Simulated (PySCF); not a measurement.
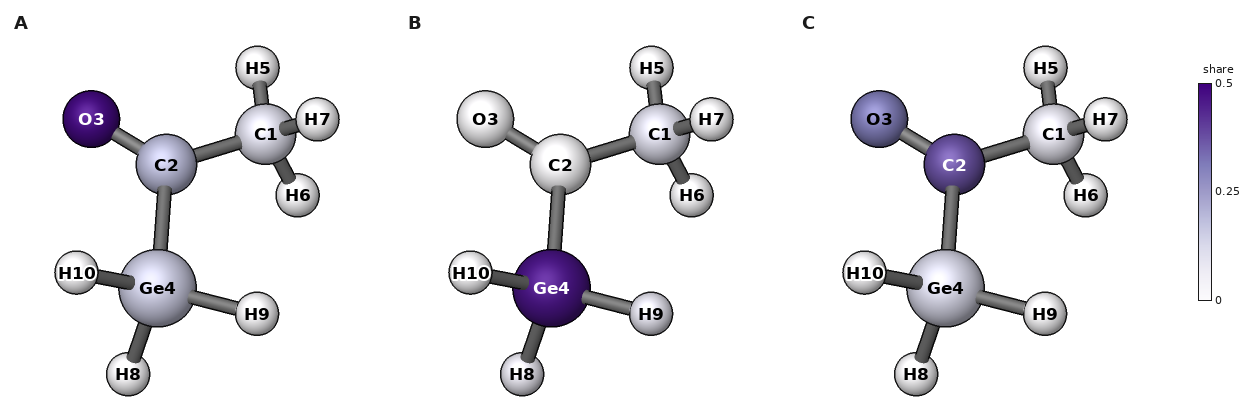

Each panel colours the atoms by their Löwdin share in one orbital (up to four of the largest shares; other atoms are shown as zero). The computed structure is the end point of a PBE0-D3(BJ)/def2-SVP optimisation. No frequency run is at hand to confirm it as a minimum. Method: CAM-B3LYP/def2-SVPD (PySCF 2.14.0).

**The panels show the HOMO, LUMO, LUMO+1, in some order. Which is which?**

A: HOMO, −8.34 eV; O3 0.48, C2 0.18, Ge4 0.15, C1 0.10
B: LUMO+1, 0.78 eV; Ge4 0.47, C1 0.10, H9 0.08, H8 0.07
C: LUMO, 0.04 eV; C2 0.37, O3 0.31, Ge4 0.12, C1 0.08
